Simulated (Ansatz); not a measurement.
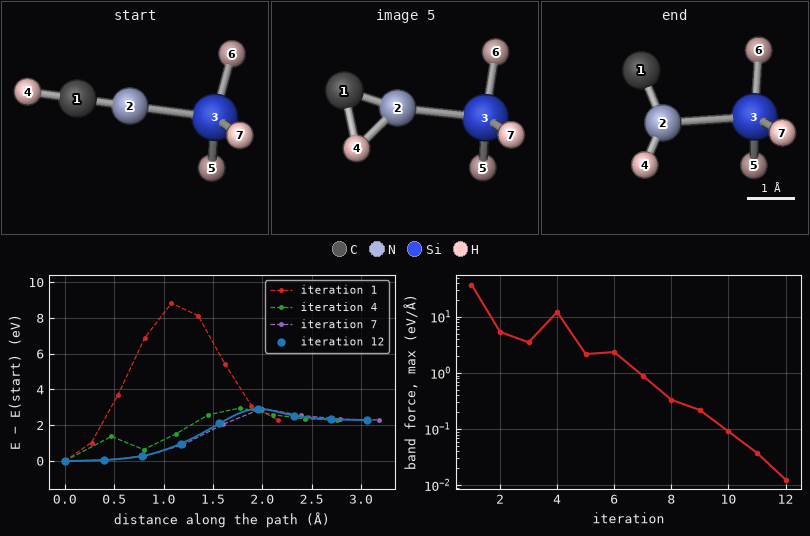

A search for the minimum-energy path of CH4NSi (charge +1) by the nudged elastic band. Images are numbered from 0 (start) to 8 (end). The plot follows the band through its iterations. The picture is a ball-and-stick view, seen at a tilt.

Computed with RKS PBE-D4/def2-SVP in Ansatz.

Input
```yaml
crystal:
  periodic: [false, false, false]
  atoms:
    - { symbol: C, position_ang: [-0.766332, -1.68877, 0.191686] }
    - { symbol: "N", position_ang: [-0.289891, -0.640067, 0.0673] }
    - { symbol: Si, position_ang: [0.48023, 1.058693, -0.120769] }
    - { symbol: H, position_ang: [-1.217133, -2.683616, 0.308928] }
    - { symbol: H, position_ang: [-0.04486, 1.466851, -1.453664] }
    - { symbol: H, position_ang: [-0.092266, 1.762641, 1.060627] }
    - { symbol: H, position_ang: [1.930252, 0.724258, -0.054108] }
total_charge: 1
basis:
  gaussian: { orbitals: def2-SVP }
hamiltonian:
  xc: pbe
  dispersion: d4
neb:
  order_check: false
  images: 7
  f_tol: 0.03
  max_iterations: 60
  initial_path: linear
  final_atoms:
    - { symbol: C, position_ang: [-1.13969702, -0.94322877, 1.11879081] }
    - { symbol: "N", position_ang: [-0.46070501, -1.04227152, 0.10018949] }
    - { symbol: Si, position_ang: [0.39240089, 0.78907675, -0.13789426] }
    - { symbol: H, position_ang: [-0.26469029, -1.80183637, -0.58317913] }
    - { symbol: H, position_ang: [-0.18338701, 1.10931502, -1.47375345] }
    - { symbol: H, position_ang: [-0.16160403, 1.525521, 1.03273142] }
    - { symbol: H, position_ang: [1.81768246, 0.36341388, -0.05688487] }
```

Run as
```bash
ansatz run input.yaml --threads 1 --pin off --max-ram 2048MiB --backend cpu --events-out ev --progress --plain --runs-dir out
```

Q: Did the band converge, and can the barrier be trusted?

A: The run is converged, with reservations. The band converged in 12 iterations. The largest component of the band force went from 38 to 0.013 eV/Å. The climbing image converged on the top of the path. Its curvatures weren't checked. The straight starting path can push atoms close together and costs iterations. The first iteration put the highest image at 8.83 eV. The highest point, image 5, lies 2.92 eV above the start and 0.63 eV above the end; the end is at +2.29 eV relative to the start.

The run took 2 min on 1 thread of Arm Neoverse V1 (shared host), peak memory 0.23 GiB.
